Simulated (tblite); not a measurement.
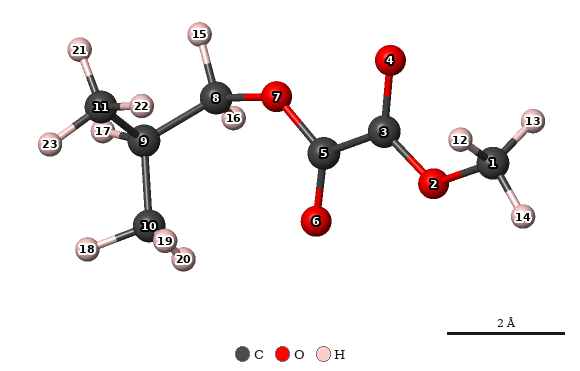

This is the input geometry for a relaxation of C7H12O4. A ball-and-stick model, seen at a tilt.

The calculation used tblite 0.8.0, GFN2-xTB geometry optimisation, gas phase.

```xyz
23

C     4.5214    0.1359    1.0302
O     3.1653   -0.3631    1.0036
C     2.2986   -0.1013    0.0049
O     2.7105    0.6445   -0.9576
C     0.9167   -0.6172   -0.0082
O     0.4871   -1.3336    0.9013
O     0.1127   -0.2995   -1.0604
C    -1.1864   -0.6036   -1.3573
C    -2.2902   -0.1235   -0.5031
C    -2.3149   -0.5508    0.9160
C    -2.3951    1.4104   -0.4967
H     4.4157    1.2406    1.0461
H     5.0730   -0.2148    0.1664
H     5.0045   -0.1600    1.9806
H    -1.3731   -0.2060   -2.4142
H    -1.3745   -1.7118   -1.4818
H    -3.2582   -0.4825   -0.9839
H    -3.3819   -0.3697    1.2794
H    -1.6835    0.0876    1.5651
H    -2.1544   -1.6356    1.1020
H    -2.7137    1.7104   -1.4977
H    -1.4059    1.8455   -0.1825
H    -3.1784    1.7253    0.2309
```

Question: What does the optimiser find from here?

Answer: O6 moves most after the best rigid fit: 1.20 Å. By element the largest moves are O 1.20 Å, H 0.75 Å, C 0.43 Å. Near-neighbour distances that change, for instance: C3–O4 1.285 → 1.201 Å, C3–C5 1.475 → 1.543 Å, O7–C8 1.367 → 1.430 Å, C8–C9 1.476 → 1.534 Å. Bond angles that change, for instance: C5–O7–C8 132.6° → 118.2°, O2–C3–C5 122.8° → 110.3°, O7–C8–C9 120.8° → 111.0°. Groups turn about O7–C8 by about 45°, C3–C5 by about 20°. Over 139 geometry steps the energy falls by 1.477 eV. The run took 1.2 s on 1 thread of Arm Neoverse V1 (shared host).

The structure at the end:

```xyz
23

C     4.1595    0.1000    1.1726
O     2.9313   -0.5409    0.8455
C     2.2249   -0.0010   -0.1347
O     2.5248    0.9863   -0.7500
C     0.9427   -0.8220   -0.3847
O     0.8173   -1.9728   -0.0619
O     0.0536   -0.0759   -1.0097
C    -1.2209   -0.6511   -1.3084
C    -2.3113   -0.0731   -0.3973
C    -2.0222   -0.4016    1.0656
C    -2.4330    1.4339   -0.6088
H     4.0124    1.1788    1.2555
H     4.9027   -0.0970    0.3978
H     4.4797   -0.3221    2.1213
H    -1.4250   -0.4011   -2.3526
H    -1.1546   -1.7374   -1.1904
H    -3.2505   -0.5561   -0.6881
H    -2.8426   -0.0663    1.6953
H    -1.1131    0.0966    1.3970
H    -1.8961   -1.4734    1.2014
H    -2.7143    1.6565   -1.6354
H    -1.4822    1.9181   -0.4008
H    -3.1879    1.8487    0.0542
```

The end point in the same view:

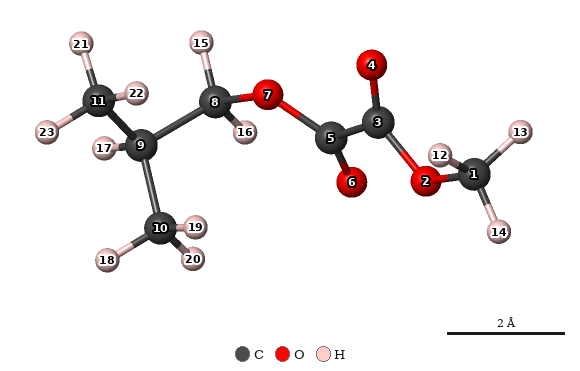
